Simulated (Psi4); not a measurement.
# Polarizability calculation, with input and output: AlOF2

AlOF2, multiplicity 2, computed with BLYP/aug-cc-pCVDZ, UKS (Psi4 1.11).

The run did not end well.

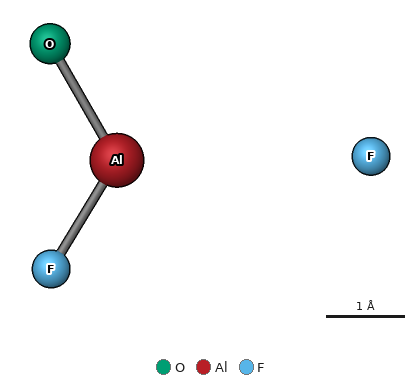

**Figure 1.** The input geometry (ball-and-stick view, seen on its broad side). Sticks mark near contacts.

Input (run.py)
```python
import psi4
from rdkit import Chem

psi4.set_memory(1600000000)
psi4.set_num_threads(1)
psi4.set_output_file('run.log', False)

rd = Chem.SDMolSupplier('alf2o.sdf', removeHs=False, sanitize=False)[0]
xyz = rd.GetConformer().GetPositions()
atoms = '\n'.join(f'{a.GetSymbol()} {x:.4f} {y:.4f} {z:.4f}' for a, (x, y, z) in zip(rd.GetAtoms(), xyz))
molecule = psi4.geometry('0 2\n' + atoms + '')

psi4.set_options(dict(basis='aug-cc-pCVDZ', reference='uks'))

e_tot, wfn = psi4.properties('BLYP', properties=['dipole_polarizabilities'], return_wfn=True)
print(f'BLYP energy: {e_tot:.10f} Eh')
```

File alf2o.sdf
```

     RDKit          3D

  4  2  0  0  0  0  0  0  0  0999 V2000
    2.1595   -0.5050    1.8201 O   0  0  0  0  0  1  0  0  0  0  0  0
    1.4760    0.4102    0.5277 Al  0  0  0  0  0  2  0  0  0  0  0  0
   -1.4772   -0.4016   -0.5925 F   0  0  0  0  0 15  0  0  0  0  0  0
    2.3270    1.6538   -0.0952 F   0  0  0  0  0  0  0  0  0  0  0  0
  2  1  1  0
  4  2  1  0
M  RAD  2   1   2   2   2
M  END
$$$$
```

Hardware: 1 thread of AMD EPYC (Zen 5), 16 GiB of memory available, shared host.

Command:
```bash
python run.py
```

Output
```
h
    h
    h

    -----------------------------------------------------------------------

    Memory:     1.5 GiB
    Threads:    1
                ecpint, einsums, f̶o̶r̶t̶e̶, gauxc, gcp, g̶d̶m̶a̶, geometric, g̶p̶u̶_̶d̶f̶c̶c̶,
                i̶n̶t̶e̶g̶r̶a̶t̶o̶r̶x̶x̶, i̶p̶i̶, libefp, m̶d̶i̶, m̶p̶2̶d̶, m̶r̶c̶c̶, ooo,
                o̶p̶e̶n̶f̶e̶r̶m̶i̶o̶n̶p̶s̶i̶4̶, pcmsolver, p̶s̶i̶4̶f̶o̶c̶k̶c̶i̶, p̶s̶i̶x̶a̶s̶,
                p̶y̶e̶i̶n̶s̶u̶m̶s̶, r̶e̶s̶p̶, s̶i̶m̶i̶n̶t̶, s̶n̶s̶m̶p̶2̶,
                v̶2̶r̶d̶m̶_̶c̶a̶s̶s̶c̶f̶

   => Loading Basis Set <=

    Name: AUG-CC-PCVDZ
    Role: ORBITAL
    Keyword: BASIS

         ---------------------------------------------------------
                                   SCF
                              UKS Reference
                        1 Threads,   1525 MiB Core
         ---------------------------------------------------------

  ==> Geometry <==

    Molecular point group: c1
    Full point group: C1

    Geometry (in Angstrom), charge = 0, multiplicity = 2:

       Center              X                  Y                   Z               Mass
    ------------   -----------------  -----------------  -----------------  -----------------
         O            1.041716023095    -0.835728883043     1.446083931946    15.994914619570
         AL           0.358216023095     0.079471116957     0.153683931946    26.981538530000
         F           -2.594983976905    -0.732328883043    -0.966516068054    18.998403162730
         F            1.209216023095     1.323071116957    -0.469216068054    18.998403162730

  Running in c1 symmetry.

  Rotational constants: A =      0.23235  B =      0.07849  C =      0.05867 [cm^-1]
  Rotational constants: A =   6965.79933  B =   2352.95357  C =   1758.84076 [MHz]
  Nuclear repulsion =  120.618672402454109

  Charge       = 0
  Multiplicity = 2
  Electrons    = 39
  Nalpha       = 20
  Nbeta        = 19

  ==> Algorithm <==

  SCF Algorithm Type is DF.
  DIIS enabled.
  MOM disabled.
  Fractional occupation disabled.
  Guess Type is SAD.
  Energy threshold   = 1.00e-06
  Density threshold  = 1.00e-06
  Integral threshold = 1.00e-12

  ==> Primary Basis <==

  Basis Set: AUG-CC-PCVDZ
    Blend: AUG-CC-PCVDZ
    Number of shells: 47
    Number of basis functions: 117
    Number of Cartesian functions: 126
    Spherical Harmonics?: true
    Max angular momentum: 2

  ==> DFT Potential <==

   => LibXC <=

    Version 7.1.2

   => Composite Functional: BLYP <=

    BLYP GGA Exchange-Correlation Functional

    Deriv               =              1
    GGA                 =           TRUE
    Meta                =          FALSE

    Exchange Hybrid     =          FALSE
    MP2 Hybrid          =          FALSE

   => Exchange Functionals <=

    1.0000     XC_GGA_X_B88

   => Correlation Functionals <=

    1.0000     XC_GGA_C_LYP

   => LibXC Density Thresholds  <==

    XC_GGA_C_LYP:  1.00E-14
    XC_GGA_X_B88:  1.00E-15

   => Molecular Quadrature <=

    Radial Scheme          =       TREUTLER
    Pruning Scheme         =           NONE
    Nuclear Scheme         =       TREUTLER

    Blocking Scheme        =         OCTREE
    BS radius alpha        =              1
    Pruning alpha          =              1
    Radial Points          =             75
    Spherical Points       =            302
    Total Points           =          89169
    Total Blocks           =            746
    Max Points             =            255
    Max Functions          =            108
    Weights Tolerance      =       1.00E-15

   => Loading Basis Set <=

    Name: (AUG-CC-PCVDZ AUX)
    Role: JKFIT
    Keyword: DF_BASIS_SCF

  ==> Integral Setup <==

  DFHelper Memory: AOs need 0.037 GiB; user supplied 0.910 GiB.
  SCF_SUBTYPE=INCORE selected. In-core MEM_DF algorithm will be used.
  Using in-core AOs.

  ==> MemDFJK: Density-Fitted J/K Matrices <==

    J tasked:                   Yes
    K tasked:                    No
    wK tasked:                   No
    Memory [MiB]:               931
    Algorithm:                 Core
    Schwarz Cutoff:           1E-12
    Mask sparsity (%):       9.6282
    Fitting Condition:        1E-10

   => Auxiliary Basis Set <=

  Basis Set: (AUG-CC-PCVDZ AUX)
    Blend: DEF2-UNIVERSAL-JKFIT
    Number of shells: 113
    Number of basis functions: 359
    Number of Cartesian functions: 434
    Spherical Harmonics?: true
    Max angular momentum: 4

  Cached 100.0% of DFT collocation blocks in 0.208 [GiB].

  Minimum eigenvalue in the overlap matrix is 1.0674018134E-03.
  Reciprocal condition number of the overlap matrix is 2.1990528703E-04.
    Using symmetric orthogonalization.

  ==> Pre-Iterations <==

  SCF Guess: Superposition of Atomic Densities via on-the-fly atomic UHF (no occupation information).

   -------------------------
    Irrep   Nso     Nmo
   -------------------------
     A        117     117
   -------------------------
    Total     117     117
   -------------------------

  ==> Iterations <==

                           Total Energy        Delta E     RMS |[F,P]|

   @DF-UKS iter SAD:  -516.42124148711935   -5.16421e+02   0.00000e+00
   @DF-UKS iter   1:  -516.62517337219163   -2.03932e-01   1.03784e-02 DIIS/ADIIS
   @DF-UKS iter   2:  -507.86439184954554    8.76078e+00   2.36936e-02 DIIS/ADIIS
   @DF-UKS iter   3:  -516.94813719781780   -9.08375e+00   6.96951e-03 DIIS/ADIIS
   @DF-UKS iter   4:  -516.45702260119799    4.91115e-01   1.15112e-02 DIIS/ADIIS
   @DF-UKS iter   5:  -517.02118479908859   -5.64162e-01   5.79273e-03 DIIS/ADIIS
   @DF-UKS iter   6:  -517.05142583999611   -3.02410e-02   5.43374e-03 DIIS/ADIIS
   @DF-UKS iter   7:  -517.15532948637326   -1.03904e-01   3.82447e-03 DIIS/ADIIS
   @DF-UKS iter   8:  -517.14819171107604    7.13778e-03   4.26028e-03 DIIS/ADIIS
   @DF-UKS iter   9:  -517.18485630694227   -3.66646e-02   3.68684e-03 DIIS/ADIIS
[... 81 lines of further cycles ...]
   @DF-UKS iter  91:  -517.09774537623127   -1.10284e-02   4.83772e-03 DIIS/ADIIS
   @DF-UKS iter  92:  -517.13391994509379   -3.61746e-02   4.31699e-03 DIIS/ADIIS
   @DF-UKS iter  93:  -517.17180537186380   -3.78854e-02   3.87945e-03 DIIS/ADIIS
   @DF-UKS iter  94:  -517.16104487486780    1.07605e-02   4.01975e-03 DIIS/ADIIS
   @DF-UKS iter  95:  -517.16113797164405   -9.30968e-05   4.01338e-03 DIIS/ADIIS
   @DF-UKS iter  96:  -517.15963520669709    1.50276e-03   4.04146e-03 DIIS/ADIIS
   @DF-UKS iter  97:  -517.16232501530317   -2.68981e-03   3.99973e-03 DIIS/ADIIS
   @DF-UKS iter  98:  -517.17960945980712   -1.72844e-02   3.75720e-03 DIIS/ADIIS
   @DF-UKS iter  99:  -517.18581571894447   -6.20626e-03   3.65232e-03 DIIS/ADIIS
   @DF-UKS iter 100:  -517.21819151123020   -3.23758e-02   3.22334e-03 DIIS/ADIIS

PsiException: Could not converge SCF iterations in 100 iterations.

  Failed to converge.
```

What the run reported

| quantity | value |
| --- | --- |
| outcome | not converged |
| wall time | 28 s |
| peak memory | 0.51 GiB |

Diagnosis

The run did not converge: “psi4.driver.p4util.exceptions.SCFConvergenceError: Could not converge SCF iterations in 100 iterations.” Its last values are not results.
